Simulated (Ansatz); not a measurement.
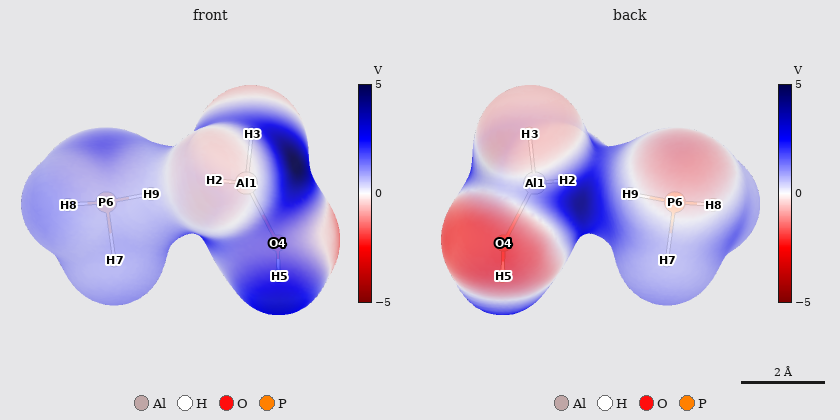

AlH$_{3}$O···PH$_{3}$. The molecular electrostatic potential painted on the density surface at 0.004 e/bohr³, seen from the front and from behind; red is negative and blue positive.

Computed with RKS B3LYP/def2-SVP (Ansatz 0.2.0).

Input

```
crystal:
  periodic: [false, false, false]
  atoms:
    - { symbol: Al, position_ang: [0.0, 0.0, 0.0] }
    - { symbol: H, position_ang: [0.0, 0.0, 1.91] }
    - { symbol: H, position_ang: [1.351, 0.0, -0.78] }
    - { symbol: O, position_ang: [-1.5415, 0.0, -0.89] }
    - { symbol: H, position_ang: [-2.0512, -0.8467, -0.6815] }
    - { symbol: P, position_ang: [-0.3227, 2.427, 0.8135] }
    - { symbol: H, position_ang: [-1.6424, 2.8563, 0.5127] }
    - { symbol: H, position_ang: [-0.1141, 2.4883, 2.2168] }
    - { symbol: H, position_ang: [-0.1288, 0.9688, 1.965] }
basis:
  gaussian: { orbitals: def2-SVP }
hamiltonian:
  xc: b3lyp
relax:
  f_tol: 0.15
  max_steps: 25
  restrain:
    - { distance: [0, 5], at: 3.48, k: 30.0 }
    - { distance: [8, 1], at: 1.86, k: 30.0 }
    - { distance: [0, 1], at: 1.56, k: 30.0 }
    - { distance: [8, 5], at: 1.42, k: 30.0 }
output:
  orbitals: {}
```

Launched as:

```sh
ansatz run input.yaml --threads 1 --pin off --max-ram 2048MiB --backend cpu --events-out ev --progress --plain --runs-dir out
```

The fields are those of the run's last geometry, not of the input's.

Q: Which sites attract a positive test charge, and which a negative one?

A: A positive charge is drawn to the negative regions and a negative charge to the positive ones. The most negative region (about −1.7 V) lies over O4, the most positive (about +4.7 V) over Al1. O4 is the likeliest acceptor of a hydrogen bond.
